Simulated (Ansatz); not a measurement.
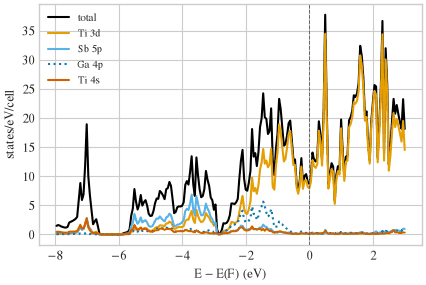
Figure. Total and projected density of states of Ti10Ga3Sb3 in space group P-62m (No. 189; Pearson symbol hP16), DFT-r²SCAN in the program Ansatz with PAW potentials

### Question
Which orbitals carry the states next to the Fermi level?

### Answer
Within 0.5 eV of the Fermi level: Ti 3d 91 %. Projections are on Löwdin-orthogonalised atomic valence shells; empty p or d shells of many metals are not among them.

### Question
Where is the tallest occupied peak in this window, and what makes it?

### Answer
Near -1.4 eV, about 24 states/eV per cell; the largest projected share is Ti 3d.

The workflow started from a Materials Project entry (that database holds measured and hypothetical structures alike); the Crystallography Open Database copy checked does not list it. With Ga and Sb taken as one species the cell has the higher symmetry P6_3/mcm, so it may be an ordered model of a mixed-site phase. Its standing as an ambient phase is unchecked. The r²SCAN relaxation kept the symmetry of its start; whether a distortion lowers the energy is not shown. The run is not spin-polarised. Spin–orbit coupling is left out wherever it is not named.

Potentials: the later of the program's two PAW sets.
